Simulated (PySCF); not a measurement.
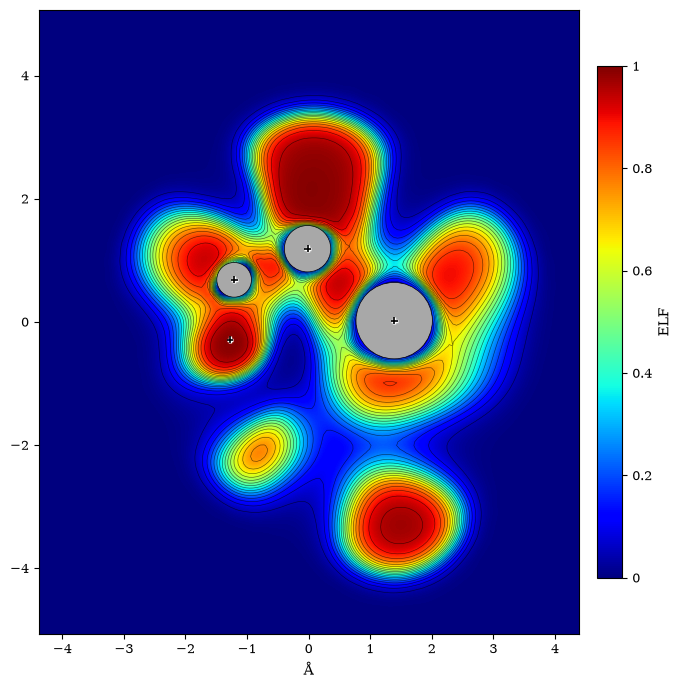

The electron localisation function on a plane through atoms (crosses mark nuclei in the plane; grey discs cover the cores).

Computed with PySCF, PBE0/pcSseg-2, SCF density, gas phase, non-relativistic.

Candidates:
A. AlH3O3 (SMILES [OH][Al]([OH])[OH])
B. CH5OPSi (SMILES O[C]P[SiH3])

Q: Which candidate gave the map?

A: Candidate B: CH5OPSi on the plane of atoms O2, C1 and P3, which holds C, O, P and H. C–O (1.29 Å): the ELF peaks at about 0.90 between the atoms, as expected for a polar covalent bond. C–P (1.83 Å): the ELF peaks at about 0.95 between the atoms, as expected for a shared electron pair.
